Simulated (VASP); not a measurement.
Here is the system:

```
CELL_PARAMETERS angstrom
      4.02152     0.00000     0.00000
      0.00000     4.02152     0.00000
      0.00000     0.00000     4.02152
ATOMIC_POSITIONS crystal
  Nb 0.00000 0.50000 0.50000
  Nb 0.50000 0.00000 0.50000
  Nb 0.50000 0.50000 0.00000
  Si 0.00000 0.00000 0.00000
```

These are PBEsol GGA, VASP's PBE PAW potentials (set 64) (plane waves; VASP) values and carry that method's errors. Settings: 400 eV cut-off, 9×9×9 Γ-centred mesh, tetrahedra with Blöchl corrections, potentials Nb_sv Si.

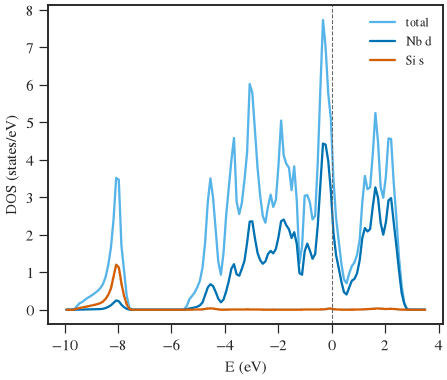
*Total and projected density of states, zero at the Fermi level*

Within 2 eV below the Fermi level the largest weight inside VASP's projection spheres is Nb d.

It has no gap at this level: it comes out as a metal or semimetal.

The structure comes from a computed database's Nb3Si entry (Pm-3m); how it stands against other phases isn't given here. It was relaxed first. The electron count is odd and the run is not spin-polarised, which forces a metal.
